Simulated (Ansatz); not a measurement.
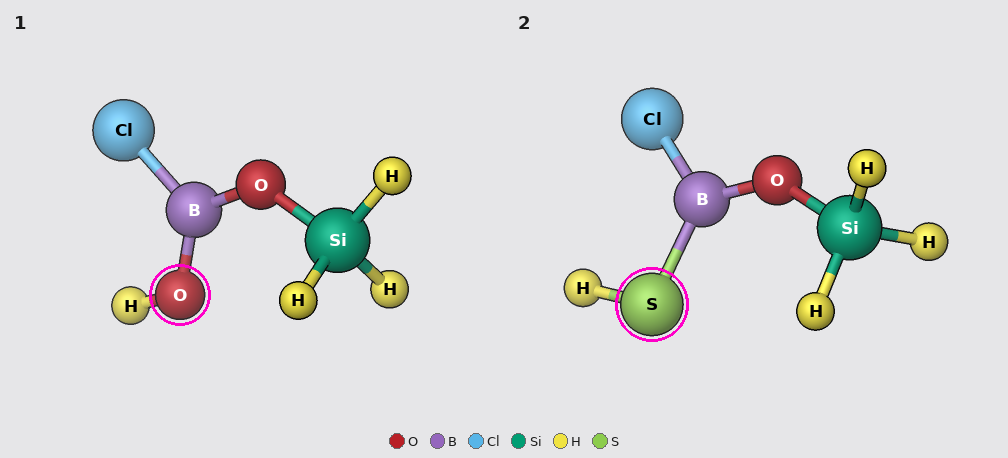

2 molecules with one skeleton, seen from the same side and at one scale; the atom that differs is circled. Each species is neutral and a spin singlet. Computed geometries: PBE0-D4/def2-TZVP optimisations, one conformation each. Properties computed with Ansatz 0.2.0.

One atom differs, called X below: O in panel 1, S in panel 2. Their formulas are BClH4O2Si (`OB(Cl)O[SiH3]`), BClH4OSSi (`[SiH3]OB(S)Cl`).

In which is the dipole moment larger (r2SCAN-D4/def2-TZVPP)?

Answer. In panel 1 (X = O).

In which is the length of X–H larger (PBE0-D4/def2-TZVP)?

Answer. In panel 2 (X = S).

Give the values. With PBE0-D4/def2-TZVP: length of X–B (Å), length of X–H (Å), angle B–X–H (°). With PBE0-D4/def2-SVP: HOMO energy (Kohn–Sham orbital) (eV), HOMO–LUMO gap (eV). With r2SCAN-D4/def2-TZVPP: dipole moment (D).

```csv
quantity,1 (O),2 (S),2 − 1
length of X–B (Å),1.356,1.813,+0.457
length of X–H (Å),0.960,1.340,+0.380
angle B–X–H (°),113.7,95.8,−17.9
HOMO energy (Kohn–Sham orbital) (eV),−8.88,−7.86,+1.02
HOMO–LUMO gap (eV),9.51,7.93,−1.58
dipole moment (D),1.34,1.10,−0.24
```
